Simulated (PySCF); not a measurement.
**MoBr (charge +1, quintet): density, localisation and related maps**

```xyz
2

Mo    0.0000    0.0000   -1.0417
Br    0.0000    0.0000    1.2923
```

⟨S²⟩ = 6.10, above the pure value of 6.00; core potentials replace the inner electrons of Mo.

Method: PBE0/def2-TZVPPD, non-relativistic Hamiltonian with scalar-relativistic core potentials where named, at a bond length of 2.334 Å in PySCF.

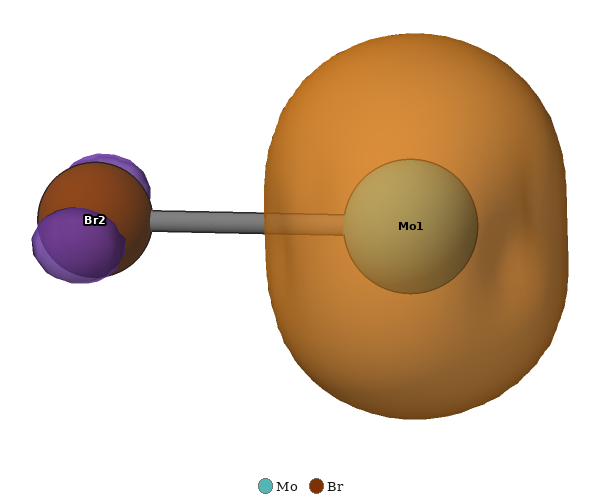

Figure 1. Isosurfaces of the spin density (α minus β) at +0.1 (orange) and −0.1 e/Å³ (purple), seen from one side.

> Where is the unpaired spin?

The unpaired spin (4 electrons) lies mostly on Mo1 (about 4.1), in electrons by Hirshfeld's partition, with opposite, polarisation-induced spin on Br2.

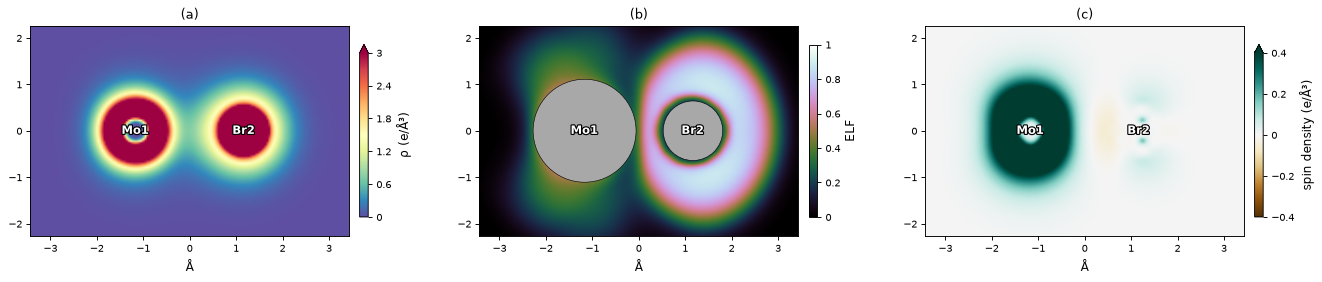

Figure 2. (a) electron density; (b) ELF; (c) spin density on a plane that holds the molecular axis. Grey discs cover the atomic cores in the ELF map.

> What does the map show?

- The section cuts through Mo and Br sites.
- Mo–Br (2.33 Å): ρ is about 0.74 e/Å³ halfway; the ELF peaks at about 0.70 in the valence shell of Br, 0.9 Å from its nucleus, and is about 0.45 at the midpoint.
